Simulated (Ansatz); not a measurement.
System: CH4Si.

Input file:

```
crystal:
  periodic: [false, false, false]
  atoms:
    - {symbol: C, position_ang: [-0.591811, -0.610365, -0.062774]}
    - {symbol: Si, position_ang: [0.561172, 0.879256, 0.121059]}
    - {symbol: H, position_ang: [-1.517274, -0.435308, 0.500413]}
    - {symbol: H, position_ang: [-0.843786, -0.845307, -1.097552]}
    - {symbol: H, position_ang: [0.599349, 0.804304, 1.649716]}
    - {symbol: H, position_ang: [-0.128505, -1.491099, 0.400502]}
basis:
  gaussian: {orbitals: def2-TZVPP}
hamiltonian: {xc: pbe0, dispersion: d4}
output: {orbitals: {seedname: orbitals}}
```

Command:

```sh
ansatz run in.yaml --threads 2 --pin off --events-out ev --progress --plain --max-ram 4352MiB
```

Geometry: PBE0-D4/def2-TZVP.

All numbers below come from Ansatz, RKS PBE0-D4/def2-TZVPP.

Question: What can the converged electron density and electron localisation function tell about the bonding?

Answer: C–Si (1.89 Å): the density is about 0.93 e/Å³ at the midpoint; the ELF peaks at about 0.95 between the atoms: localised, covalent bonding.
C–H (1.09 Å): the density is about 2 e/Å³ at the midpoint; the ELF climbs to about 1 towards the hydrogen, as it does in any bond to H; an ordinary covalent bond to hydrogen.
Si–H (1.53 Å): ρ at the midpoint is about 0.76 e/Å³; the ELF climbs to about 1 towards the hydrogen.

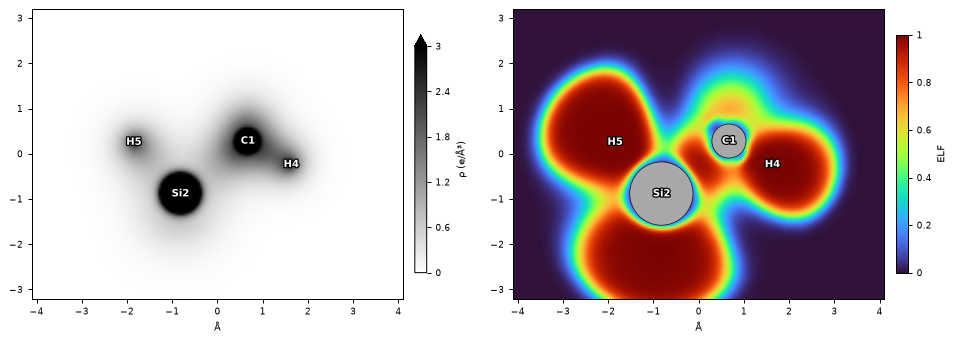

Computed electron density and electron localisation function on the plane of atoms C1, Si2 and H5, in this order. Grey discs cover the atomic cores in the ELF map. 
